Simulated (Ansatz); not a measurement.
GeH7OF: geometry relaxation

GeH7OF, computed with RKS PBE0-D4/def2-TZVP (Ansatz 0.2.0).

The geometry is a transition state displaced along its imaginary mode. The reaction was set up to form Ge1–F7, H6–O9 and H2–H8 and to break Ge1–H2, H6–F7 and H8–O9 (atoms counted from 1 in the order of the input); sticks are drawn by distance alone. Figures and captions count atoms from 1; the log counts them from 0 in places.

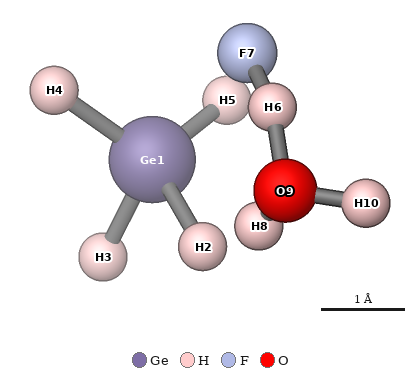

*The structure as given in the input (ball-and-stick view, seen at a tilt; atoms are numbered from 1 in the order of the input). Sticks mark near contacts.*

Bond lengths as drawn: F–H 1.06 Å, Ge–H 1.52 to 1.58 Å and H–O 0.83 to 1.15 Å.

### Results in brief

```json
{"quantity": "outcome", "value": "converged"}
{"quantity": "total energy", "value": "−61386.4402 eV"}
{"quantity": "mean-field energy", "value": "−61386.3533 eV"}
{"quantity": "dispersion energy", "value": "−0.0869 eV"}
{"quantity": "SCF solution under orbital rotations", "value": "stable"}
{"quantity": "largest force (length of the vector) at the end", "value": "0.004 eV/Å"}
{"quantity": "dipole moment", "value": "3.57 D"}
{"quantity": "hardware", "value": "4 threads of Arm Neoverse V2, 23 GiB of memory available, shared host"}
{"quantity": "wall time", "value": "19 s (CPU time 68 s)"}
{"quantity": "peak memory", "value": "0.33 GiB"}
```

### Input file
```yaml
crystal:
  periodic: [false, false, false]
  atoms:
    - {symbol: Ge, position_ang: [-0.318583, -1.046264, -0.818682]}
    - {symbol: H, position_ang: [0.953754, -0.261947, -0.302506]}
    - {symbol: H, position_ang: [0.647784, -1.894929, -1.637854]}
    - {symbol: H, position_ang: [-1.004909, -2.008944, 0.184639]}
    - {symbol: H, position_ang: [-1.276571, -0.395595, -1.855776]}
    - {symbol: H, position_ang: [-0.387299, 0.987342, 1.027751]}
    - {symbol: F, position_ang: [-1.216641, 0.533837, 0.547578]}
    - {symbol: H, position_ang: [0.984756, 0.705360, 0.616539]}
    - {symbol: O, position_ang: [0.723483, 1.210487, 1.222629]}
    - {symbol: H, position_ang: [0.894126, 2.170552, 1.015682]}
basis:
  gaussian: {orbitals: def2-TZVP}
hamiltonian: {xc: pbe0, dispersion: d4}
relax: {f_tol: 0.005, max_steps: 200}
```

Command:
```bash
ansatz run in.yaml --threads 4 --pin off --events-out ev --progress --plain --max-ram 9574MiB
```

### What the program printed
```
Functional definition: PBE0
  name "PBE0"
  cite "Adamo & Barone, J. Chem. Phys. 110, 6158 (1999) doi:10.1063/1.478522"
  cite "Perdew, Burke & Ernzerhof, Phys. Rev. Lett. 77, 3865 (1996) doi:10.1103/PhysRevLett.77.3865"
  parent pbe
  parameter a = 0.25
  parameter kappa = 0.804
  parameter beta = 0.06672455060314922
  exchange = (1 - a)*pbe_x(kappa = kappa, mu = beta*pi^2/3) + a*exact_x
  correlation = pbe_c(beta = beta)
1016 factors; their error is unknown
mean field evaluation 1: about -61379.5962 eV, gradient 5.7e1 eV
mean field evaluation 2: about -61376.3786 eV, gradient 7.3e1 eV
mean field evaluation 4: about -61384.0095 eV, gradient 2.7e0 eV
mean field evaluation 8: about -61384.3011 eV, gradient 3.8e-2 eV
mean field -61384.30105602 eV, -2255.8314560352 hartree, gradient 1.6e-5 eV, S^2 0.000000; 0 other end points of the search recorded, 0 dependent functions left out
the calculation of the forces begins
reference -61384.30108331 eV, -2255.8314570378 hartree; 28, 28 occupied and 124, 124 virtual orbitals, 1016 factors
relax step   1: F+E_penalty+E_count = -61384.40575839 eV  Δ(F+E_penalty+E_count) = +0.000e0 eV  max|allowed force component| = 1.005e1 eV/Å  Δτ_max = 0.0000 Å  (25 SCF iters, accepted)
these checks for a lower state are left out or cut short: starts, cluster_reference, orbital_swaps, neighbouring_geometries, increment
1016 factors; their error is unknown
mean field evaluation 16: about -61385.0288 eV, gradient 1.4e1 eV
mean field -61385.63092189 eV, -2255.8803277045 hartree, gradient 1.9e-5 eV, S^2 0.000000; 0 other end points of the search recorded, 0 dependent functions left out
[... from here on the field's lines of each further geometry are left out, up to the last ...]
relax step   2: F+E_penalty+E_count = -61385.73214155 eV  Δ(F+E_penalty+E_count) = -1.326e0 eV  max|allowed force component| = 1.692e0 eV/Å  Δτ_max = 0.1948 Å  (29 SCF iters, accepted)
relax step   3: F+E_penalty+E_count = -61385.95904752 eV  Δ(F+E_penalty+E_count) = -2.269e-1 eV  max|allowed force component| = 1.817e0 eV/Å  Δτ_max = 0.1907 Å  (31 SCF iters, accepted)
relax step   4: F+E_penalty+E_count = -61386.33409223 eV  Δ(F+E_penalty+E_count) = -3.750e-1 eV  max|allowed force component| = 9.234e-1 eV/Å  Δτ_max = 0.2000 Å  (36 SCF iters, accepted)
relax step   5: F+E_penalty+E_count = -61386.40067466 eV  Δ(F+E_penalty+E_count) = -6.658e-2 eV  max|allowed force component| = 6.338e-1 eV/Å  Δτ_max = 0.2000 Å  (29 SCF iters, accepted)
relax step   6: F+E_penalty+E_count = -61386.43714770 eV  Δ(F+E_penalty+E_count) = -3.647e-2 eV  max|allowed force component| = 2.986e-1 eV/Å  Δτ_max = 0.2000 Å  (30 SCF iters, accepted)
relax step   7: F+E_penalty+E_count = -61386.43898772 eV  Δ(F+E_penalty+E_count) = -1.840e-3 eV  max|allowed force component| = 1.503e-1 eV/Å  Δτ_max = 0.0699 Å  (30 SCF iters, accepted)
relax step   8: F+E_penalty+E_count = -61386.43974996 eV  Δ(F+E_penalty+E_count) = -7.622e-4 eV  max|allowed force component| = 4.344e-2 eV/Å  Δτ_max = 0.0208 Å  (31 SCF iters, accepted)
relax step   9: F+E_penalty+E_count = -61386.44002784 eV  Δ(F+E_penalty+E_count) = -2.779e-4 eV  max|allowed force component| = 1.586e-2 eV/Å  Δτ_max = 0.0269 Å  (30 SCF iters, accepted)
relax step  10: F+E_penalty+E_count = -61386.44009704 eV  Δ(F+E_penalty+E_count) = -6.920e-5 eV  max|allowed force component| = 4.303e-3 eV/Å  Δτ_max = 0.0089 Å  (31 SCF iters, accepted)
relax step  11: F+E_penalty+E_count = -61386.44011779 eV  Δ(F+E_penalty+E_count) = -2.075e-5 eV  max|allowed force component| = 3.980e-3 eV/Å  Δτ_max = 0.0114 Å  (31 SCF iters, accepted)
relax step  12: F+E_penalty+E_count = -61386.44012744 eV  Δ(F+E_penalty+E_count) = -9.646e-6 eV  max|allowed force component| = 3.809e-3 eV/Å  Δτ_max = 0.0067 Å  (31 SCF iters, accepted)
the calculation of the forces begins
reference -61386.35327972 eV, -2255.9068738649 hartree; 28, 28 occupied and 124, 124 virtual orbitals, 1016 factors
relax step  13: F+E_penalty+E_count = -61386.44014325 eV  Δ(F+E_penalty+E_count) = -1.581e-5 eV  max|allowed force component| = 3.380e-3 eV/Å  Δτ_max = 0.0117 Å  (31 SCF iters, accepted)
```

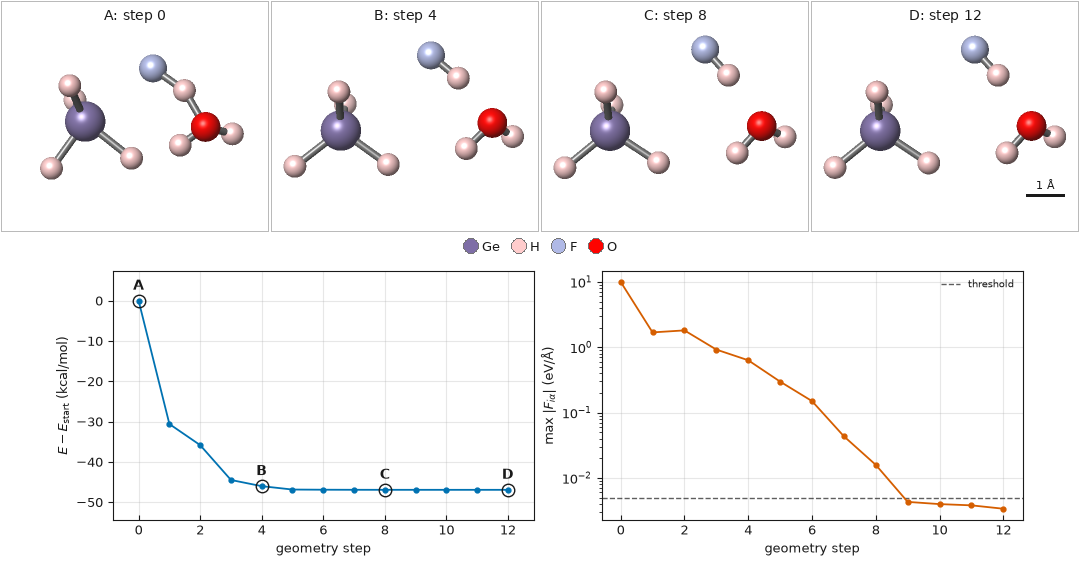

*Frames of the relaxation (ball-and-stick view, seen at a tilt) above the curves, on which the letters mark them (the first geometry is step 0 here and step 1 in the log).*

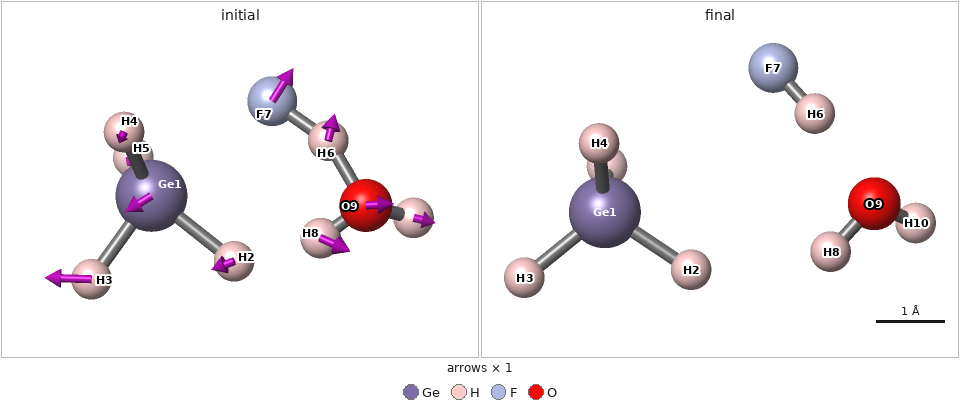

*Before (left) and after (right) the relaxation, at one scale (ball-and-stick view, seen at a tilt). The pink arrows give the displacements, at true length.*

Over 12 geometry steps the energy falls by 46.9 kcal/mol. Largest force component: 10 eV/Å at the start, 0.0034 eV/Å at the end. The largest move after the best rigid fit is that of H3, 0.70 Å. By element the largest moves are H 0.70 Å, F 0.58 Å, Ge 0.46 Å, O 0.42 Å. Among the contacts that change: H6–O9 1.150 → 1.645 Å, H8–O9 0.831 → 0.963 Å, H6–F7 1.060 → 0.946 Å, Ge1–H2 1.581 → 1.544 Å. Bonds break: H6–O9 (1.15 → 1.64 Å). Among the angles that change: H2–Ge1–H3 86.6° → 106.8°, H2–Ge1–H5 120.4° → 109.1°, H2–Ge1–H4 116.9° → 109.3°. (Atoms are counted from 1 in the order of the input.)

```
1016 factors; their error is unknown
mean field -61386.35325135 eV, -2255.9068728223 hartree, gradient 1.4e-5 eV, S^2 0.000000; 1 other end points of the search recorded, 0 dependent functions left out
the calculation of the forces begins
reference -61386.35327972 eV, -2255.9068738649 hartree; 28, 28 occupied and 124, 124 virtual orbitals, 1016 factors
Total energy: -61386.44017162 eV, -2255.9100670835 hartree
Atom 0 at    -0.181681    -1.374775    -1.117502 Å, force     0.002094     0.000530    -0.000608 eV/Å
Atom 1 at     0.968271    -0.488372    -0.593525 Å, force    -0.001297     0.000210     0.000178 eV/Å
Atom 2 at     0.454403    -2.427204    -2.040807 Å, force    -0.000609     0.000070     0.000473 eV/Å
Atom 3 at    -0.866930    -2.065159     0.062209 Å, force     0.000174     0.000196    -0.000883 eV/Å
Atom 4 at    -1.159296    -0.509293    -1.913470 Å, force    -0.000575    -0.001206     0.001012 eV/Å
Atom 5 at    -0.765555     1.131373     1.156855 Å, force    -0.000271     0.001750    -0.000334 eV/Å
Atom 6 at    -1.610453     0.819770     0.866940 Å, force     0.000802    -0.000233     0.000127 eV/Å
Atom 7 at     1.326435     0.937102     0.941191 Å, force    -0.001238    -0.000641     0.001655 eV/Å
Atom 8 at     0.795728     1.546926     1.464985 Å, force     0.001369    -0.002201    -0.003380 eV/Å
Atom 9 at     1.038977     2.429531     1.173122 Å, force    -0.000449     0.001524     0.001762 eV/Å
Dipole moment:     0.675833     0.275964    -0.137345 e Å
```

### Trajectory as extended XYZ (Å, eV, eV/Å), 13 frames, from step=1 to step=13
```
10
Properties=species:S:1:pos:R:3:forces:R:3 step=1 energy=-61384.40576
Ge   -0.3186   -1.0463   -0.8187    0.1292  -0.4766  -0.3719
H     0.9538   -0.2619   -0.3025   -0.4435  -0.4198  -0.4813
H     0.6478   -1.8949   -1.6379    0.0586  -0.7410  -0.5946
H    -1.0049   -2.0089    0.1846    0.2273   0.3394  -0.1488
H    -1.2766   -0.3956   -1.8558    0.3369   0.0218   0.3980
H    -0.3873    0.9873    1.0278   -1.8166  -0.5988  -0.3062
F    -1.2166    0.5338    0.5476   -1.5967   0.1264   0.0996
H     0.9848    0.7054    0.6165    4.3320  -6.6542  -8.4125
O     0.7235    1.2105    1.2226   -1.2494  10.0540   9.5732
H     0.8941    2.1706    1.0157    0.0222  -1.6512   0.2445
10
Properties=species:S:1:pos:R:3:forces:R:3 step=2 energy=-61385.73214
Ge   -0.3020   -1.1215   -0.8806    0.2130  -0.4936  -0.4443
H     0.9366   -0.3217   -0.3866   -0.0473   0.1331   0.0705
H     0.5935   -2.0447   -1.7500   -0.2055  -0.2924  -0.1995
H    -0.9808   -1.9983    0.1807    0.1280   0.1264  -0.0739
H    -1.2505   -0.3791   -1.8356    0.1818  -0.0179   0.1502
H    -0.4367    1.0256    1.0407   -1.6921  -0.8839  -0.7188
F    -1.2592    0.5267    0.5571   -0.0548   0.6903   0.6500
H     1.0993    0.7226    0.6944    0.6196  -0.3462  -0.6385
O     0.7115    1.3377    1.3243    0.7189   1.5225   1.2052
H     0.8882    2.2527    1.0556    0.1384  -0.4382  -0.0008
10
Properties=species:S:1:pos:R:3:forces:R:3 step=3 energy=-61385.95905
Ge   -0.2655   -1.1684   -0.9326    0.3166  -0.4558  -0.4371
H     0.9188   -0.3030   -0.4018   -0.0424  -0.1290  -0.0918
H     0.5044   -2.1704   -1.8623   -0.1257   0.1284   0.1272
H    -0.9248   -2.0052    0.1615    0.0191   0.0607   0.0130
H    -1.2130   -0.3782   -1.8348    0.0400   0.0226   0.0698
H    -0.4811    1.0539    1.0418   -1.8165  -1.0176  -0.7928
F    -1.3095    0.5394    0.6030    0.6367   0.9030   0.7498
H     1.1664    0.7210    0.8343   -0.4298   1.0321   0.5574
O     0.6942    1.4201    1.3763    1.3058  -0.2644  -0.1961
H     0.9100    2.2906    1.0146    0.0962  -0.2798   0.0007
10
Properties=species:S:1:pos:R:3:forces:R:3 step=4 energy=-61386.33409
Ge   -0.1866   -1.2616   -1.0152   -0.1061   0.0327   0.0537
H     0.9967   -0.4091   -0.4889    0.0160  -0.0398  -0.0464
H     0.4559   -2.2961   -1.9557   -0.0215  -0.0253  -0.0242
H    -0.8702   -1.9495    0.1697    0.0802  -0.0646  -0.0922
H    -1.1571   -0.3516   -1.7728    0.0934  -0.0982  -0.0712
H    -0.6550    1.0512    1.0664   -0.9234  -0.3802  -0.3396
F    -1.4625    0.6307    0.6937    0.4366   0.4336   0.3882
H     1.1700    0.8155    0.8218   -0.2266   0.2708   0.4367
O     0.7180    1.4569    1.4094    0.7153  -0.3129  -0.3768
H     0.9908    2.3136    1.0717   -0.0640   0.1839   0.0718
10
Properties=species:S:1:pos:R:3:forces:R:3 step=5 energy=-61386.40067
Ge   -0.1864   -1.3610   -1.1061   -0.0443   0.1556   0.1462
H     1.0065   -0.5146   -0.5984   -0.0085  -0.0088   0.0010
H     0.4115   -2.4122   -2.0544   -0.0375  -0.0235  -0.0228
H    -0.8616   -2.0266    0.0980    0.0473  -0.0421  -0.0904
H    -1.1591   -0.4336   -1.8422    0.0567  -0.0957  -0.0430
H    -0.6913    1.1339    1.1339   -0.5002  -0.2199  -0.1868
F    -1.4860    0.7157    0.7833    0.1691   0.1810   0.1497
H     1.2267    0.9097    0.9889   -0.1858   0.1392   0.2924
O     0.7284    1.5766    1.4926    0.6338  -0.1311  -0.3750
H     1.0112    2.4119    1.1044   -0.1307   0.0453   0.1288
10
Properties=species:S:1:pos:R:3:forces:R:3 step=6 energy=-61386.43715
Ge   -0.1703   -1.3774   -1.1116    0.0290  -0.0126  -0.0176
H     1.0115   -0.5315   -0.5874   -0.0204   0.0016   0.0012
H     0.4266   -2.4285   -2.0636   -0.0065   0.0120   0.0147
H    -0.8576   -2.0692    0.0645   -0.0029  -0.0128   0.0162
H    -1.1377   -0.4744   -1.8756   -0.0037   0.0133  -0.0131
H    -0.7882    1.1358    1.1431   -0.2402  -0.0806  -0.0561
F    -1.6391    0.8061    0.8749    0.2986   0.1115   0.0787
H     1.3111    0.9371    0.9286    0.0391   0.0616  -0.0292
O     0.7889    1.5579    1.4474   -0.0878   0.0657   0.0157
H     1.0547    2.4440    1.1798   -0.0052  -0.1598  -0.0106
10
Properties=species:S:1:pos:R:3:forces:R:3 step=7 energy=-61386.43899
Ge   -0.1858   -1.3825   -1.1124    0.0135   0.0224   0.0157
H     0.9564   -0.5125   -0.5489    0.0181   0.0111   0.0002
H     0.4637   -2.4094   -2.0520    0.0032  -0.0209  -0.0173
H    -0.8853   -2.0978    0.0415   -0.0175  -0.0215   0.0171
H    -1.1508   -0.4940   -1.8955   -0.0158   0.0077  -0.0191
H    -0.7681    1.1319    1.1445   -0.1164  -0.0325  -0.0179
F    -1.6162    0.8044    0.8748    0.1503   0.0536   0.0350
H     1.3265    0.9509    0.9186    0.0255   0.0301  -0.0160
O     0.8022    1.5605    1.4486   -0.0596   0.0246   0.0123
H     1.0573    2.4483    1.1809   -0.0014  -0.0746  -0.0099
10
Properties=species:S:1:pos:R:3:forces:R:3 step=8 energy=-61386.43975
Ge   -0.1849   -1.3801   -1.1117   -0.0163  -0.0101  -0.0159
H     0.9654   -0.5128   -0.5586   -0.0058  -0.0001   0.0031
H     0.4503   -2.4149   -2.0538    0.0202  -0.0120  -0.0096
H    -0.8878   -2.0986    0.0397    0.0032   0.0056   0.0196
H    -1.1531   -0.4982   -1.9001   -0.0007   0.0170   0.0009
H    -0.7595    1.1340    1.1500    0.0234   0.0135   0.0149
F    -1.5975    0.8006    0.8666   -0.0305  -0.0093  -0.0110
H     1.3259    0.9551    0.9352    0.0108   0.0075  -0.0013
O     0.7958    1.5660    1.4580   -0.0143  -0.0434   0.0165
H     1.0453    2.4488    1.1749    0.0100   0.0313  -0.0174
10
Properties=species:S:1:pos:R:3:forces:R:3 step=9 energy=-61386.44003
Ge   -0.1820   -1.3836   -1.1181   -0.0063   0.0092   0.0107
H     0.9666   -0.5110   -0.5689   -0.0009  -0.0006  -0.0017
H     0.4568   -2.4219   -2.0544    0.0029  -0.0058  -0.0048
H    -0.8800   -2.0917    0.0438    0.0022   0.0027  -0.0024
H    -1.1510   -0.5007   -1.9058    0.0017  -0.0016   0.0002
H    -0.7643    1.1404    1.1606   -0.0049  -0.0096  -0.0040
F    -1.6095    0.8206    0.8801    0.0002   0.0018  -0.0005
H     1.3282    0.9489    0.9350    0.0003  -0.0037  -0.0038
O     0.7954    1.5576    1.4576    0.0057   0.0159   0.0049
H     1.0398    2.4414    1.1701   -0.0010  -0.0083   0.0015
10
Properties=species:S:1:pos:R:3:forces:R:3 step=10 energy=-61386.44010
Ge   -0.1828   -1.3805   -1.1171    0.0018   0.0006  -0.0004
H     0.9667   -0.5057   -0.5736   -0.0001   0.0008  -0.0006
H     0.4552   -2.4228   -2.0506   -0.0009   0.0007   0.0013
H    -0.8782   -2.0844    0.0486   -0.0004   0.0003   0.0008
H    -1.1528   -0.5013   -1.9073   -0.0004  -0.0002  -0.0003
H    -0.7640    1.1346    1.1585   -0.0004   0.0012  -0.0008
F    -1.6083    0.8164    0.8743   -0.0005  -0.0013  -0.0005
H     1.3281    0.9471    0.9371    0.0001   0.0002   0.0004
O     0.7962    1.5567    1.4599    0.0016  -0.0043   0.0011
H     1.0400    2.4397    1.1702   -0.0006   0.0020  -0.0011
10
Properties=species:S:1:pos:R:3:forces:R:3 step=11 energy=-61386.44012
Ge   -0.1822   -1.3765   -1.1157    0.0005  -0.0037  -0.0019
H     0.9681   -0.4987   -0.5784   -0.0002  -0.0007  -0.0017
H     0.4540   -2.4232   -2.0458   -0.0012   0.0040   0.0033
H    -0.8753   -2.0751    0.0546    0.0008   0.0002  -0.0001
H    -1.1539   -0.5010   -1.9079    0.0002  -0.0004  -0.0006
H    -0.7648    1.1309    1.1560   -0.0019  -0.0006  -0.0002
F    -1.6089    0.8133    0.8704    0.0036   0.0020   0.0009
H     1.3282    0.9430    0.9370   -0.0006  -0.0009   0.0005
O     0.7960    1.5520    1.4602    0.0001   0.0023  -0.0018
H     1.0386    2.4352    1.1695   -0.0014  -0.0022   0.0016
10
Properties=species:S:1:pos:R:3:forces:R:3 step=12 energy=-61386.44013
Ge   -0.1823   -1.3757   -1.1161    0.0038  -0.0028  -0.0032
H     0.9687   -0.4955   -0.5842   -0.0012   0.0009   0.0007
H     0.4540   -2.4245   -2.0438   -0.0025   0.0017   0.0022
H    -0.8726   -2.0712    0.0576    0.0005   0.0006  -0.0008
H    -1.1555   -0.5034   -1.9101   -0.0006  -0.0009   0.0006
H    -0.7650    1.1306    1.1564   -0.0005   0.0008   0.0001
F    -1.6093    0.8150    0.8692    0.0019   0.0009   0.0004
H     1.3277    0.9409    0.9389   -0.0010  -0.0008   0.0011
O     0.7959    1.5504    1.4620    0.0007   0.0002  -0.0029
H     1.0384    2.4333    1.1702   -0.0011  -0.0006   0.0017
10
Properties=species:S:1:pos:R:3:forces:R:3 step=13 energy=-61386.44014
Ge   -0.1817   -1.3748   -1.1175    0.0021   0.0005  -0.0006
H     0.9683   -0.4884   -0.5935   -0.0013   0.0002   0.0002
H     0.4544   -2.4272   -2.0408   -0.0006   0.0001   0.0005
H    -0.8669   -2.0652    0.0622    0.0002   0.0002  -0.0009
H    -1.1593   -0.5093   -1.9135   -0.0006  -0.0012   0.0010
H    -0.7656    1.1314    1.1569   -0.0003   0.0018  -0.0003
F    -1.6105    0.8198    0.8669    0.0008  -0.0002   0.0001
H     1.3264    0.9371    0.9412   -0.0012  -0.0006   0.0017
O     0.7957    1.5469    1.4650    0.0014  -0.0022  -0.0034
H     1.0390    2.4295    1.1731   -0.0004   0.0015   0.0018
```

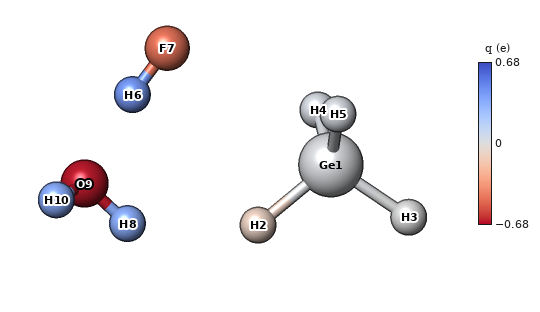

*Mulliken charges, as the colour of each atom (ball-and-stick view, seen at an oblique angle; atoms are numbered from 1 in the order of the input).*

By element: Ge +0.02, H −0.09 to +0.42, F −0.45 and O −0.65 e.
